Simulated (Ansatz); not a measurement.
**BClFHNO (charge −1): density, localisation and related maps**

```
atom    x (Å)    y (Å)    z (Å)
   B  -1.1272  -0.8703  -0.4599
  Cl  -0.2652  -2.5611  -0.7522
   F  -1.7988  -0.9389   0.7695
   N  -0.4342   0.3638  -0.9252
   O  -1.7217  -0.2278  -1.5596
   H  -0.8111   1.1406  -0.3692
```

Geometry: B3LYP-D3(BJ)/def2-SVPD.

Method: isolated molecule in a Gaussian basis; Kohn-Sham density functional theory, functional PBE0 in Ansatz 0.2.0.

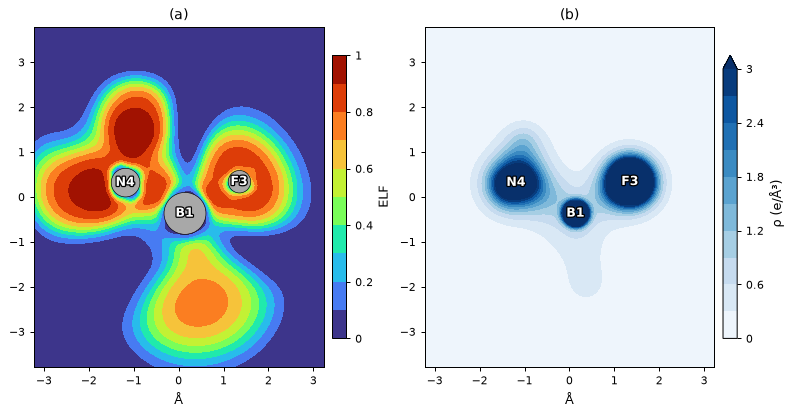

Figure 1. (a) electron localisation function; (b) electron density on the plane of atoms F3, B1 and N4. Grey discs cover the atomic cores in the ELF map.

**Interpret the plot.**

The section cuts through B, F and N sites.
B–F (1.40 Å): ρ at the midpoint is about 1.8 e/Å³; the ELF peaks at about 0.85 between the atoms, as expected for a shared but strongly polarised pair.
B–N (1.49 Å): the density is about 1.6 e/Å³ at the midpoint; the ELF peaks at about 0.85 between the atoms; a shared but strongly polarised pair.
The ELF also peaks beside F3 and N4, away from the bonds: lone-pair regions.

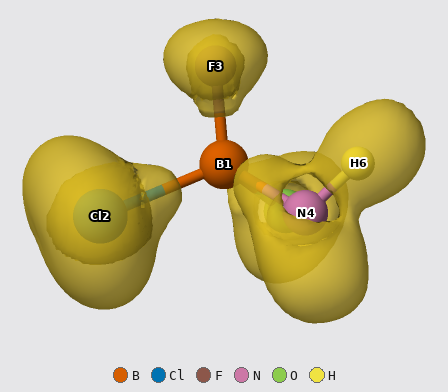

Figure 2. Isosurface of the electron localisation function at 0.8 (yellow), seen across its widest extent. Only the valence region is drawn (cores and ρ < 0.01 e/Å³ removed).

**Where are the electrons localised?**

At this value the surface marks out one region on Cl in which the atom's valence shell and bonds are merged, one region on F in which the atom's valence shell and bonds are merged, one region on O in which the atom's valence shell and bonds are merged and one joined region spread over several atoms (H, N), in which their bonds and any lone pairs are merged.


 B–O (1.41 Å): the ELF peaks at about 0.85 between the atoms, as expected for a polar covalent bond.

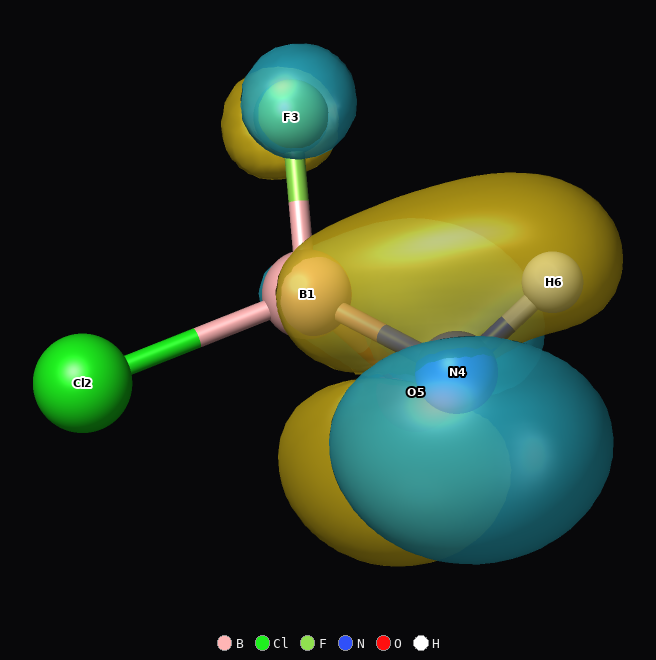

Figure 3. The HOMO at ±0.1 Å⁻³ᐟ² (yellow and cyan are the two phases), seen across its widest extent.

**Where does this orbital lie, and at what energy?**

Its weight (Hirshfeld) is mainly on N4 (about 45 %), O5 (about 40 %) and B1 (about 5 %); largely a combination of lone pairs on N4 and O5. Its energy is −2.02 eV.
